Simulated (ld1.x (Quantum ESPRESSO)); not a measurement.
**F: a TM semilocal potential and its near relatives**

One potential is built and tested. Then a few of its settings are changed, to learn what that costs or gains.

Program: ld1.x (Quantum ESPRESSO) 7.5. Reference atom: LDA (PZ), scalar-relativistic, spherical and spin-unpolarised. All values are calculated.

1 further run of the same task is left out (set aside as unsound or not needed).

**1. The design**

Typed settings, in words:

- element: fluorine (F, Z = 9)
- type: norm-conserving Troullier–Martins (semilocal form)
- frozen core: [He]
- valence charge: 7
- reference configuration: 2s2 2p5
- partial waves: 2s (bound): rc 0.60 bohr; 2p (bound): rc 1.80 bohr; 3d channel at 0.4 Ry: rc 1.65 bohr
- local potential: the d channel
- core correction: Bessel-smoothed model core inside 0.34 bohr

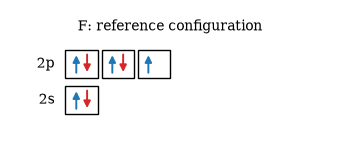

The outer shells as boxes. The arrows follow Hund's rule for the drawing; the calculation itself is spin-unpolarised.

The nodes and maxima of the atom's own shells, from an earlier all-electron run, set the scale for the radii.

All-electron outer shells of the reference configuration (LDA (PZ), scalar-relativistic, ld1.x):

```tsv
shell	level (eV)	outermost node (bohr)	outermost maximum (bohr)
1s	-658.96	–	0.12
2s	-29.65	0.24	0.77
2p	-11.29	–	0.71
```

**2. Generation of the first potential**

The input, F.in:

```
 &input
   title='F', zed=9., rel=1, dft='PZ', iswitch=3,
   config='[He] 2s2 2p5 3d-2',
   nld=3, rlderiv=1.95, eminld=-4.0, emaxld=5.0, deld=0.02
 /
 &inputp
   pseudotype=1, tm=.true., lloc=2,
   nlcc=.true., new_core_ps=.true., rcore=0.34,
   file_pseudopw='F.pp', file_wfcaegen='ae.wfc', file_wfcncgen='nc.wfc'
 /
3
2S  1  0   2.00   0.00  0.60  0.60  0.0
2P  2  1   5.00   0.00  1.80  1.80  0.0
3D  3  2  -2.00   0.40  1.65  1.65  0.0
 &test
   configts(1)='2s2 2p5'
 /
```

Command:

```console
$ ld1.x < F.in > F.out
```

What the program wrote to F.out (without the banner and most projector matrices):

```text
     Program LD1 v.7.5
     --------------------------- All-electron run ----------------------------

     F
     scalar relativistic calculation

     atomic number is  9.00
     dft =PZ   lsd =0 sic =0 latt =0  beta=0.20 tr2=1.0E-14
     Exchange-correlation= PZ
                           (   1   1   0   0   0   0   0)
     mesh =1105 r(mesh) =  99.76081 a.u. xmin = -7.00 dx = 0.01250
     1 Ry =  13.60569312 eV, c = 137.03599908

     n l     nl                  e(Ry)          e(Ha)          e(eV)
     1 0     1S 1( 2.00)       -48.4330       -24.2165      -658.9649
     2 0     2S 1( 2.00)        -2.1790        -1.0895       -29.6468
     2 1     2P 1( 5.00)        -0.8301        -0.4151       -11.2946

     final scf error:  9.5E-15 reached in  41 iterations

     Etot =    -198.373517 Ry,     -99.186759 Ha,   -2699.009202 eV

     Ekin =     197.868509 Ry,      98.934254 Ha,    2692.138208 eV
     Encl =    -476.124195 Ry,    -238.062097 Ha,   -6477.999679 eV
     Eh   =      99.134699 Ry,      49.567349 Ha,    1348.796291 eV
     Exc  =     -19.252531 Ry,      -9.626265 Ha,    -261.944023 eV

     normalization and overlap integrals

     s(1S/1S) =  1.000000  <r> =   0.1772  <r2> =    0.0424  r(max) =   0.1154
     s(2S/2S) =  1.000000  <r> =   1.0100  <r2> =    1.2458  r(max) =   0.7713
     s(2P/2P) =  1.000000  <r> =   1.1046  <r2> =    1.6359  r(max) =   0.7066

     ------------------------ End of All-electron run ------------------------

     --------------------- Generating NC pseudopotential ---------------------

      Generating local pot.: lloc=2, matching radius rcloc =   1.6500

      Computing core charge for nlcc:

       r > 0.34 : true rho core
      Core charge pseudized with two Bessel functions
      Integrated core pseudo-charge :   1.15

      Wfc   2S  rcut= 0.593  Using Troullier-Martins method

      Wfc   2P  rcut= 1.782  Using Troullier-Martins method

     ------------------- End of pseudopotential generation -------------------

     [... the all-electron block is printed once more ...]


     Computing logarithmic derivative in   1.95726
     Computing logarithmic derivative in   1.95726
     Computing the partial wave expansion
     R is outside the sphere for l=    0 j= 0.00
     R is outside the sphere for l=    1 j= 0.00
       no projector for channel:   2

     ---------------------- Testing the pseudopotential ----------------------

     F
     scalar relativistic calculation

     atomic number is  9.00   valence charge is  7.00
     dft =PZ   lsd =0 sic =0 latt =0  beta=0.20 tr2=1.0E-14
     mesh =1105 r(mesh) =  99.76081 xmin = -7.00 dx = 0.01250

     n l     nl             e AE (Ry)        e PS (Ry)    De AE-PS (Ry)
     1 0     2S   1( 2.00)       -2.17900       -2.17903        0.00003
     2 1     2P   1( 5.00)       -0.83014       -0.83014        0.00000

     eps = 7.8E-15  iter =  5

     Etot =    -198.373517 Ry,     -99.186759 Ha,   -2699.009202 eV
     Etotps =   -50.294902 Ry,     -25.147451 Ha,    -684.297002 eV

     Ekin =      29.597722 Ry,      14.798861 Ha,     402.697525 eV
     Encl =    -100.729700 Ry,     -50.364850 Ha,   -1370.497387 eV
     Ehrt =      40.825667 Ry,      20.412833 Ha,     555.461492 eV
     Ecxc =     -12.376574 Ry,      -6.188287 Ha,    -168.391866 eV
     (Ecc =      -3.492751 Ry,      -1.746375 Ha,     -47.521296 eV)
     Epseu=      -7.612017 Ry,      -3.806008 Ha,    -103.566766 eV

     ---------------------- End of pseudopotential test ----------------------
```

Run time: 0.78 s. Hardware: 1 thread, shared host. This counts the later configuration tests of the new file too.

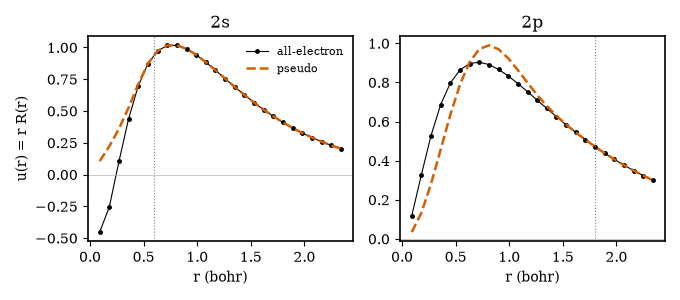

Bound waves of the atom and their pseudo partners (2s, 2p), with the matching radii dotted. The curves join 26 sampled radii.

**3. Testing the new file in other configurations**

The input, F.test.in:

```
 &input
   title='F', zed=9., rel=1, dft='PZ', iswitch=2,
   config='[He] 2s2 2p5 3d-2'
 /
 &test
   file_pseudo='F.pp', nconf=10,
   configts(1)='2s2 2p5',
   configts(2)='2s2 2p4',
   configts(3)='2s2 2p3',
   configts(4)='2s2 2p2',
   configts(5)='2s2 2p5.3',
   configts(6)='2s1 2p6',
   configts(7)='2s1 2p5',
   configts(8)='2s2 2p4.5',
   configts(9)='2s2 2p5', lsdts(9)=1,
   configts(10)='2s2 2p4', lsdts(10)=1
 /
```

Command:

```console
$ ld1.x < F.test.in > F.test.out
```

F.test.out, the pseudopotential blocks:

```text
     ---------------------- Testing the pseudopotential ----------------------

     F
     scalar relativistic calculation

     atomic number is  9.00   valence charge is  7.00
     dft =PZ   lsd =0 sic =0 latt =0  beta=0.20 tr2=1.0E-14
     mesh =1105 r(mesh) =  99.76081 xmin = -7.00 dx = 0.01250

     n l     nl             e AE (Ry)        e PS (Ry)    De AE-PS (Ry)
     1 0     2S   1( 2.00)       -2.17900       -2.17903        0.00003
     2 1     2P   1( 5.00)       -0.83014       -0.83014        0.00000

     eps = 9.5E-15  iter = 14

     Etot =    -198.373517 Ry,     -99.186759 Ha,   -2699.009202 eV
     Etotps =   -50.294902 Ry,     -25.147451 Ha,    -684.297006 eV

     Ekin =      29.597722 Ry,      14.798861 Ha,     402.697525 eV
     Encl =    -100.729701 Ry,     -50.364850 Ha,   -1370.497394 eV
     Ehrt =      40.825667 Ry,      20.412834 Ha,     555.461497 eV
     Ecxc =     -12.376574 Ry,      -6.188287 Ha,    -168.391867 eV
     (Ecc =      -3.492751 Ry,      -1.746375 Ha,     -47.521296 eV)
     Epseu=      -7.612017 Ry,      -3.806008 Ha,    -103.566767 eV

     ---------------------- End of pseudopotential test ----------------------

     ---------------------- Testing the pseudopotential ----------------------

     F
     [...]
     n l     nl             e AE (Ry)        e PS (Ry)    De AE-PS (Ry)
     1 0     2S   1( 2.00)       -3.45966       -3.47225        0.01259  !
     2 1     2P   1( 4.00)       -2.09141       -2.08529       -0.00612  !

     eps = 1.1E-15  iter = 11

     Etot =    -196.936241 Ry,     -98.468121 Ha,   -2679.454061 eV
     Etotps =   -48.858430 Ry,     -24.429215 Ha,    -664.752803 eV
     dEtot_ae =       1.437276 Ry
     dEtot_ps =       1.436472 Ry,   Delta E=       0.000804 Ry

     [...]
     ---------------------- End of pseudopotential test ----------------------

     ---------------------- Testing the pseudopotential ----------------------

     F
     [...]
     n l     nl             e AE (Ry)        e PS (Ry)    De AE-PS (Ry)
     1 0     2S   1( 2.00)       -4.96896       -4.97463        0.00567  !
     2 1     2P   1( 3.00)       -3.60977       -3.55620       -0.05356  !

     eps = 4.7E-15  iter = 11

     Etot =    -194.105637 Ry,     -97.052818 Ha,   -2640.941730 eV
     Etotps =   -46.052879 Ry,     -23.026440 Ha,    -626.581343 eV
     dEtot_ae =       4.267880 Ry
     dEtot_ps =       4.242023 Ry,   Delta E=       0.025858 Ry

     [...]
     ---------------------- End of pseudopotential test ----------------------

     ---------------------- Testing the pseudopotential ----------------------

     F
     [...]
     n l     nl             e AE (Ry)        e PS (Ry)    De AE-PS (Ry)
     1 0     2S   1( 2.00)       -6.67045       -6.63121       -0.03924  !
     2 1     2P   1( 2.00)       -5.35372       -5.18521       -0.16851  !

     eps = 5.9E-15  iter =  9

     Etot =    -189.641922 Ry,     -94.820961 Ha,   -2580.209791 eV
     Etotps =   -41.693529 Ry,     -20.846764 Ha,    -567.269355 eV
     dEtot_ae =       8.731596 Ry
     dEtot_ps =       8.601374 Ry,   Delta E=       0.130222 Ry

     [...]
     ---------------------- End of pseudopotential test ----------------------

     ---------------------- Testing the pseudopotential ----------------------

     F
     [...]
     n l     nl             e AE (Ry)        e PS (Ry)    De AE-PS (Ry)
     1 0     2S   1( 2.00)       -1.84968       -1.84559       -0.00409
     2 1     2P   1( 5.30)       -0.51076       -0.50926       -0.00149

     eps = 8.7E-16  iter = 19

     Etot =    -198.573859 Ry,     -99.286929 Ha,   -2701.734987 eV
     Etotps =   -50.495052 Ry,     -25.247526 Ha,    -687.020179 eV
     dEtot_ae =      -0.200341 Ry
     dEtot_ps =      -0.200150 Ry,   Delta E=      -0.000192 Ry

     [...]
     ---------------------- End of pseudopotential test ----------------------

     ---------------------- Testing the pseudopotential ----------------------

     F
     [...]
     n l     nl             e AE (Ry)        e PS (Ry)    De AE-PS (Ry)
     1 0     2S   1( 1.00)       -2.21457       -2.22351        0.00894  !
     2 1     2P   1( 6.00)       -0.86013       -0.87019        0.01006  !

     eps = 2.0E-15  iter = 13

     Etot =    -197.021864 Ry,     -98.510932 Ha,   -2680.619019 eV
     Etotps =   -48.943774 Ry,     -24.471887 Ha,    -665.913964 eV
     dEtot_ae =       1.351654 Ry
     dEtot_ps =       1.351129 Ry,   Delta E=       0.000525 Ry

     [...]
     ---------------------- End of pseudopotential test ----------------------

     ---------------------- Testing the pseudopotential ----------------------

     F
     [...]
     n l     nl             e AE (Ry)        e PS (Ry)    De AE-PS (Ry)
     1 0     2S   1( 1.00)       -3.47262       -3.50890        0.03628  !
     2 1     2P   1( 5.00)       -2.09859       -2.11924        0.02065  !

     eps = 4.2E-15  iter = 11

     Etot =    -195.565088 Ry,     -97.782544 Ha,   -2660.798571 eV
     Etotps =   -47.470116 Ry,     -23.735058 Ha,    -645.863833 eV
     dEtot_ae =       2.808430 Ry
     dEtot_ps =       2.824786 Ry,   Delta E=      -0.016356 Ry

     [...]
     ---------------------- End of pseudopotential test ----------------------

     ---------------------- Testing the pseudopotential ----------------------

     F
     [...]
     n l     nl             e AE (Ry)        e PS (Ry)    De AE-PS (Ry)
     1 0     2S   1( 2.00)       -2.78735       -2.79472        0.00737  !
     2 1     2P   1( 4.50)       -1.42572       -1.42591        0.00019

     eps = 4.6E-15  iter = 12

     Etot =    -197.812697 Ry,     -98.906349 Ha,   -2691.378856 eV
     Etotps =   -49.733810 Ry,     -24.866905 Ha,    -676.662956 eV
     dEtot_ae =       0.560820 Ry
     dEtot_ps =       0.561092 Ry,   Delta E=      -0.000272 Ry

     [...]
     ---------------------- End of pseudopotential test ----------------------

     ---------------------- Testing the pseudopotential ----------------------

     F
     [...]
     n l     nl             e AE (Ry)        e PS (Ry)    De AE-PS (Ry)
     1 0     2S   1( 1.00)       -2.23112       -2.23263        0.00151
     2 1     2P   1( 3.00)       -0.88094       -0.87991       -0.00103
     1 0     2S   2( 1.00)       -2.11613       -2.11511       -0.00102
     2 1     2P   2( 2.00)       -0.76941       -0.77124        0.00184

     eps = 8.1E-15  iter = 13

     Etot =    -198.401386 Ry,     -99.200693 Ha,   -2699.388377 eV
     Etotps =   -50.322043 Ry,     -25.161021 Ha,    -684.666270 eV
     dEtot_ae =      -0.027869 Ry
     dEtot_ps =      -0.027140 Ry,   Delta E=      -0.000728 Ry

     [...]
     ---------------------- End of pseudopotential test ----------------------

     ---------------------- Testing the pseudopotential ----------------------

     F
     [...]
     n l     nl             e AE (Ry)        e PS (Ry)    De AE-PS (Ry)
     1 0     2S   1( 1.00)       -3.56643       -3.58409        0.01767  !
     2 1     2P   1( 3.00)       -2.20098       -2.19320       -0.00778  !
     1 0     2S   2( 1.00)       -3.30103       -3.31217        0.01115  !
     2 1     2P   2( 1.00)       -1.92997       -1.93207        0.00210

     eps = 9.3E-16  iter = 12

     Etot =    -197.070933 Ry,     -98.535467 Ha,   -2681.286638 eV
     Etotps =   -48.987943 Ry,     -24.493971 Ha,    -666.514919 eV
     dEtot_ae =       1.302584 Ry
     dEtot_ps =       1.306959 Ry,   Delta E=      -0.004375 Ry

     [...]
     ---------------------- End of pseudopotential test ----------------------
```

Excitation and ionisation energies from 2s2 2p5, with the error of the potential. Spin-polarised rows fill open shells by Hund's rule and count from the unpolarised reference.

| valence configuration | charge | ΔE all-electron (eV) | error AE − PS (meV) |
| --- | --- | --- | --- |
| 2s2 2p4 | +1 | 19.555 | +11 |
| 2s2 2p3 | +2 | 58.067 | +352 |
| 2s2 2p2 | +3 | 118.799 | +1772 |
| 2s2 2p5.3 | -0.3 | -2.726 | -2.6 |
| 2s1 2p6 | 0 | 18.390 | +7.1 |
| 2s1 2p5 | +1 | 38.211 | -223 |
| 2s2 2p4.5 | +0.5 | 7.630 | -3.7 |
| 2s2 2p5 (spin-polarised) | 0 | -0.379 | -9.9 |
| 2s2 2p4 (spin-polarised) | +1 | 17.723 | -60 |

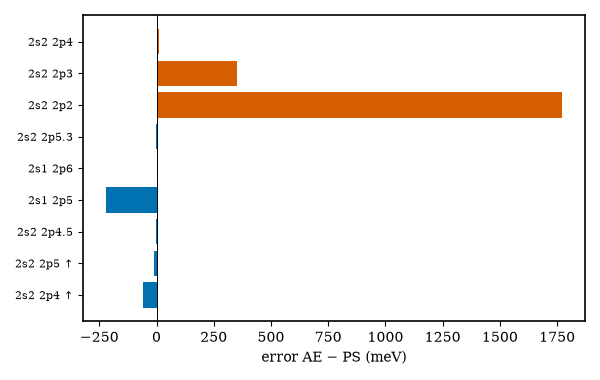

Error of the potential in each test configuration; ↑ marks spin-polarised tests.

**4. Scattering by logarithmic derivatives**

Taken from the files of the generation run. The phase is arctan(r·u′/u) with u = r·R, unwrapped, with energies in Ry. A pole is an energy at which the radial function vanishes at the test radius. The pseudo phase is shifted by a multiple of π to meet the all-electron one at the reference energy. Levels narrower than the energy grid can be missing from the poles. The last column is the largest difference on the grid between −1 and +1 Ry.

```tsv
channel	radius (bohr)	reference (Ry)	poles AE	poles PS	window around the reference with phases within 0.05 rad (Ry)	largest difference near zero (rad)
s	1.96	-2.18	-1.82	-1.82	the whole range	0.001
p	1.96	-0.83	-0.38	-0.36	below 1.0	0.042
d	1.96	0.40	none	none	the whole range	0.000
```

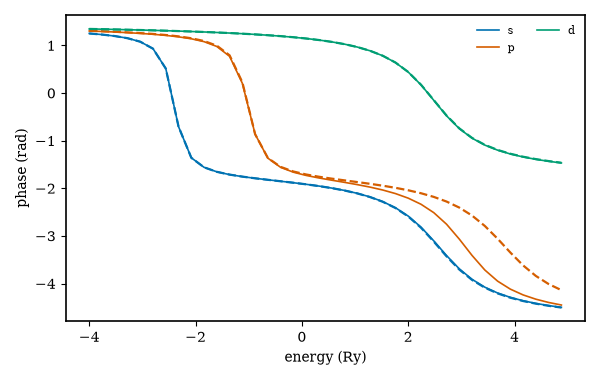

Phases by channel: all-electron solid, pseudo dashed.

**5. Cutoff and ghost test in a Bessel basis**

A separate test, outside the generator: the pseudo-atom's Hamiltonian at the reference potential is diagonalised in spherical Bessel functions j_l(qr) that vanish at 20 bohr, with q² up to the cutoff.

All-electron valence levels (Ry): 2s -2.1790, 2p -0.8301. The lowest levels of each channel (Ry) by cutoff; the last column sums, over occupied levels, occupation times the distance from the level at 400 Ry. A positive value at high cutoff is not a bound level.

| cutoff (Ry) | s #1 | p #1 | d #1 | Σ f·Δε (mRy) |
| --- | --- | --- | --- | --- |
| 8 | -1.8752 | 0.0058 | 0.0562 | 4786.7 |
| 21 | -1.9460 | -0.4792 | 0.0562 | 2220.5 |
| 50 | -2.1041 | -0.8287 | 0.0562 | 156.3 |
| 90 | -2.1693 | -0.8300 | 0.0562 | 19.6 |
| 180 | -2.1748 | -0.8301 | 0.0562 | 7.9 |
| 260 | -2.1784 | -0.8301 | 0.0562 | 0.7 |
| 350 | -2.1786 | -0.8301 | 0.0562 | 0.3 |
| 400 | -2.1788 | -0.8301 | 0.0562 | 0.0 |

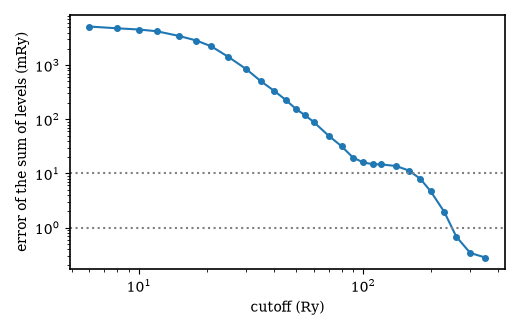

Occupation-weighted error of the valence levels against the cutoff; the dotted lines mark 10 and 1 mRy.

The sum stays within 10 mRy from 180 Ry and within 1 mRy from 260 Ry. The sum leaves out empty levels, which can need more. Ghost test: no level below the all-electron spectrum of its channel (s, p, d tested).

**6. Variant: waves 2p (bound): rc 2.00 bohr; core correction Bessel-smoothed model core inside 0.50 …**

In full, the change is: waves 2p (bound): rc 2.00 bohr; core correction Bessel-smoothed model core inside 0.50 bohr (was Bessel-smoothed model core inside 0.34 bohr).

The input, F.in:

```
 &input
   title='F', zed=9., rel=1, dft='PZ', iswitch=3,
   config='[He] 2s2 2p5 3d-2',
   nld=3, rlderiv=2.20, eminld=-4.0, emaxld=5.0, deld=0.02
 /
 &inputp
   pseudotype=1, tm=.true., lloc=2,
   nlcc=.true., new_core_ps=.true., rcore=0.50,
   file_pseudopw='F.pp', file_wfcaegen='ae.wfc', file_wfcncgen='nc.wfc'
 /
3
2S  1  0   2.00   0.00  0.60  0.60  0.0
2P  2  1   5.00   0.00  2.00  2.00  0.0
3D  3  2  -2.00   0.40  1.65  1.65  0.0
 &test
   configts(1)='2s2 2p5'
 /
```

Command:

```console
$ ld1.x < F.in > F.out
```

What the program wrote to F.out (without the banner and most projector matrices):

```text
     Program LD1 v.7.5
     [... all-electron run as in step 2 ...]


     --------------------- Generating NC pseudopotential ---------------------

      Generating local pot.: lloc=2, matching radius rcloc =   1.6500

      Computing core charge for nlcc:

       r > 0.50 : true rho core
      Core charge pseudized with two Bessel functions
      Integrated core pseudo-charge :   0.46

      Wfc   2S  rcut= 0.593  Using Troullier-Martins method

      Wfc   2P  rcut= 2.019  Using Troullier-Martins method

     ------------------- End of pseudopotential generation -------------------

     [... all-electron run as in step 2 ...]


     Computing logarithmic derivative in   2.19031
     Computing logarithmic derivative in   2.19031
     Computing the partial wave expansion
     R is outside the sphere for l=    0 j= 0.00
     R is outside the sphere for l=    1 j= 0.00
       no projector for channel:   2

     ---------------------- Testing the pseudopotential ----------------------

     F
     scalar relativistic calculation

     atomic number is  9.00   valence charge is  7.00
     dft =PZ   lsd =0 sic =0 latt =0  beta=0.20 tr2=1.0E-14
     mesh =1105 r(mesh) =  99.76081 xmin = -7.00 dx = 0.01250

     n l     nl             e AE (Ry)        e PS (Ry)    De AE-PS (Ry)
     1 0     2S   1( 2.00)       -2.17900       -2.17903        0.00003
     2 1     2P   1( 5.00)       -0.83014       -0.83014        0.00000

     eps = 1.3E-15  iter =  6

     Etot =    -198.373517 Ry,     -99.186759 Ha,   -2699.009202 eV
     Etotps =   -46.937957 Ry,     -23.468978 Ha,    -638.623432 eV

     Ekin =      27.758395 Ry,      13.879198 Ha,     377.672210 eV
     Encl =     -98.625360 Ry,     -49.312680 Ha,   -1341.866381 eV
     Ehrt =      40.100708 Ry,      20.050354 Ha,     545.597931 eV
     Ecxc =      -9.471278 Ry,      -4.735639 Ha,    -128.863303 eV
     (Ecc =      -0.836277 Ry,      -0.418138 Ha,     -11.378126 eV)
     Epseu=      -6.700422 Ry,      -3.350211 Ha,     -91.163890 eV

     ---------------------- End of pseudopotential test ----------------------
```

Wall time 0.83 s (1 thread, shared host). (Generation and the later configuration tests together.)

The test run was repeated on this file; only its results are given.

The tests as a table, with energies relative to 2s2 2p5. Spin-polarised rows fill open shells by Hund's rule and count from the unpolarised reference.

```tsv
valence configuration	charge	ΔE all-electron (eV)	error AE − PS (meV)
2s2 2p4	+1	19.555	+44
2s2 2p3	+2	58.067	+661
2s2 2p2	+3	118.799	+2900
2s2 2p5.3	-0.3	-2.726	-3.5
2s1 2p6	0	18.390	-24
2s1 2p5	+1	38.211	-350
2s2 2p4.5	+0.5	7.630	-0.3
2s2 2p5 (spin-polarised)	0	-0.379	-20
2s2 2p4 (spin-polarised)	+1	17.723	-84
```

With this change the loose cutoff stays at 180 Ry, the largest test error goes from +1772 to +2900 meV and there is no bound ghost.

**7. Comparison**

Cutoffs, loose and tight: the cutoffs (Ry, on a coarse ladder) from which the occupation-weighted sum of valence levels, in a spherical-Bessel basis at the reference potential, stays within 10 and 1 mRy of its value at 400 Ry; empty and scattering waves don't count. The number of plane waves in a given cell goes as the cutoff to the power 3/2; it is given for the loose cutoff, relative to the first potential. Test errors are all-electron less pseudo. The phase difference is the largest within 1 Ry of zero, over the channels with partial waves.

| change | outcome | cutoff, loose | cutoff, tight | plane waves, relative | bound ghosts | largest test error (meV) | phase difference near zero (rad) |
| --- | --- | --- | --- | --- | --- | --- | --- |
| first potential | generated | 180 Ry | 260 Ry | 1.00 | none | +1772 | 0.042 |
| waves 2p (bound): rc 2.00 bohr; core correction Bessel-smoothed model core inside 0.50 bohr (was Bessel-smoothed model core inside 0.34 bohr) | generated | 180 Ry | 260 Ry | 1.00 | none | +2900 | 0.080 |

**Reading.** Among those with the same tests, the first potential has the smallest worst error, +1772 meV.

The first potential by itself. The worst unpolarised test, 2s2 2p2, is off by 1772 meV on 118.8 eV; by total energies transferability rates as poor. That test lies far up in energy; among those under 40 eV, nearer to bonding, the largest error is 223 meV. By its cutoff, 180 Ry for the looser tolerance, it is very hard. The slowest occupied level is 2s: taken alone it needs 230 Ry to come within 1 mRy, against 55 Ry for 2p. The Bessel-basis test finds no level below the valence levels.
